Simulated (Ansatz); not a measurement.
**F4GeH2O: density, localisation and related maps**

```xyz
8

Ge    0.3527   -0.2224   -0.0989
O    -0.3787   -0.2300    1.9789
H    -1.1557   -0.8062    1.9986
F     0.9319   -0.3252   -1.7091
F     0.1252    1.4601    0.0529
F    -1.0589   -1.1968   -0.2417
F     1.6966   -0.9077    0.7297
H     0.2998   -0.6664    2.5127
```

These are results of RKS r2SCANh-D4/def2-SVP (Ansatz), not measurements.

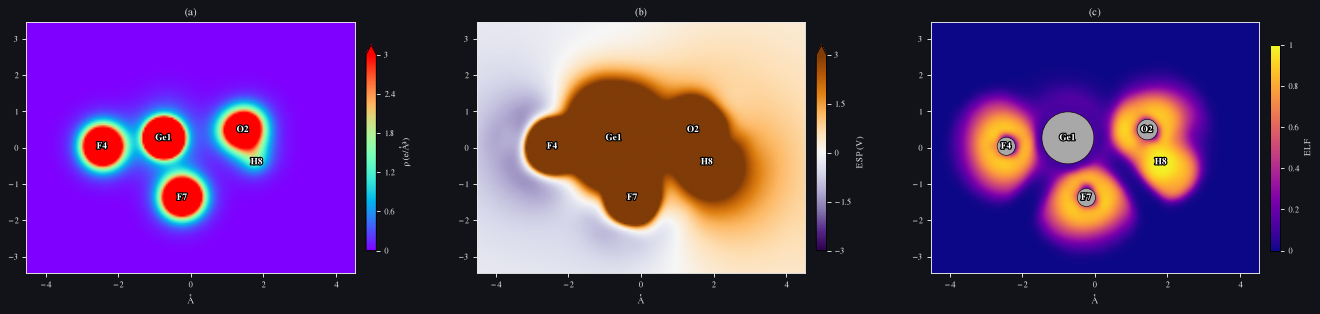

Figure 1. (a) total electron density; (b) electrostatic potential; (c) ELF on the plane of atoms F4, Ge1 and F7. Grey discs cover the atomic cores in the ELF map.

Q: Describe what can be read from this map.

A: Atoms in the plane: Ge, O, F and H.
Ge–F (1.71 Å): ρ at the midpoint is about 0.96 e/Å³; the ELF peaks at about 0.85 in the valence shell of F, 0.5 Å from its nucleus, and is about 0.20 at the midpoint.
Ge–O (2.20 Å): ρ at the midpoint is about 0.37 e/Å³; the ELF peaks at about 0.90 in the valence shell of O, 0.6 Å from its nucleus, and is about 0.25 at the midpoint.
O–H (0.97 Å): ρ is about 3.7 e/Å³ halfway; the ELF climbs to about 1 towards the hydrogen, as it does in any bond to H (an ordinary covalent bond to hydrogen).
The ELF also peaks beside F7, F4 and O2, away from the bonds: lone-pair regions.
Outside the dense part of the molecule the potential is most negative (−1.4 V) near F4.

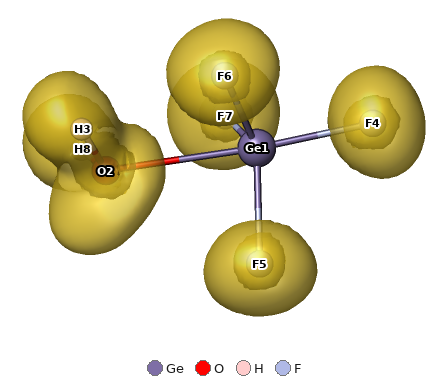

Figure 2. Isosurface of the ELF at 0.75 (yellow), seen from one side. Core shells and regions of very low density are left out.

Q: What do the ELF domains correspond to?

A: At this value the surface marks out four regions wrapped around F (the valence shell of each) and one joined region spread over several atoms (H, O), in which their bonds and any lone pairs are merged. Profiles from the grid: Ge–F (1.70 Å): the ELF peaks at about 0.80 in the valence shell of F, 0.5 Å from its nucleus, and is about 0.25 at the midpoint.

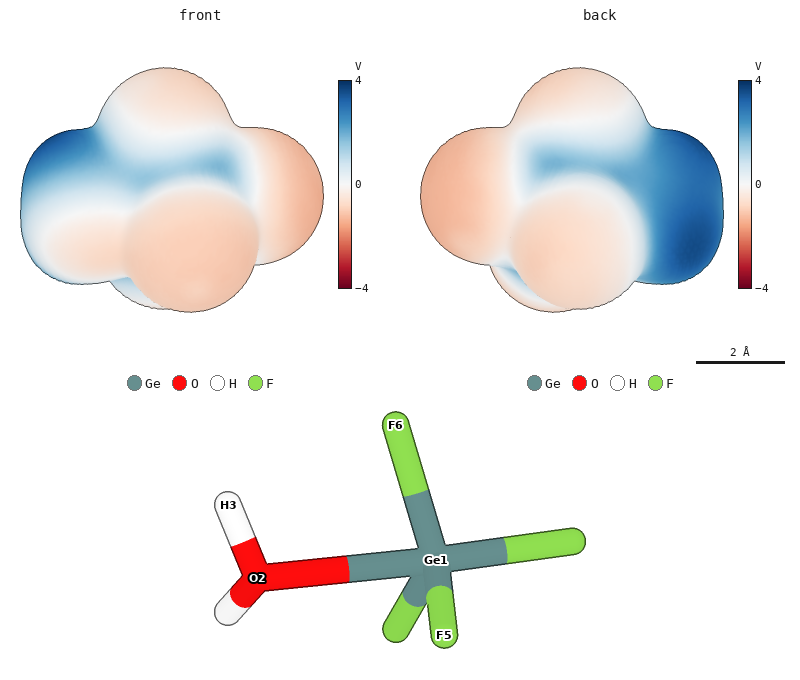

Figure 3. The electrostatic potential painted on the density surface at 0.002 e/bohr³, seen from the front and from behind; red is negative and blue positive. The bare structure is drawn below in the same view.

Q: Describe the electrostatic potential map.

A: The most negative region (about −1.3 V, or −30 kcal/mol for a unit charge) lies over F4, the most positive (about +3.5 V, or +81 kcal/mol for a unit charge) over H3 and H8.

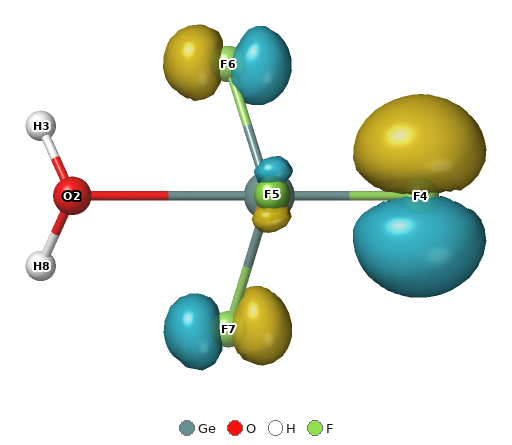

Figure 4. The HOMO−1 at ±0.2 Å⁻³ᐟ² (yellow and cyan are the two phases), seen across its widest extent.

Q: Where does this orbital lie, and at what energy?

A: Its weight (Hirshfeld) is mainly on F4 (about 75 %), F6 (about 10 %) and F7 (about 10 %); largely a lone pair of F4. Its energy is −10.34 eV.
